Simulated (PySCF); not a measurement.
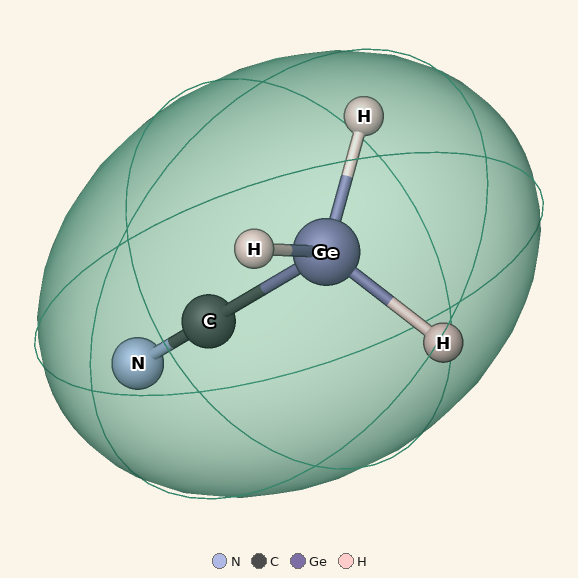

The ellipsoid shows the static dipole polarisability: its half-axes are proportional to the principal values. The geometry was computed by an optimisation with PBE0-D3(BJ)/def2-SVP. No frequency run is at hand to confirm it as a minimum. Level of theory: PBE0/def2-SVP (PySCF 2.14.0).

Question. Give the principal values, the mean and the anisotropy.

Answer. Principal values 33.7, 33.7, 49.9 bohr³; mean 39.1 bohr³ (5.80 Å³); anisotropy 16.2 bohr³, so the longest axis is 1.48 times the shortest.
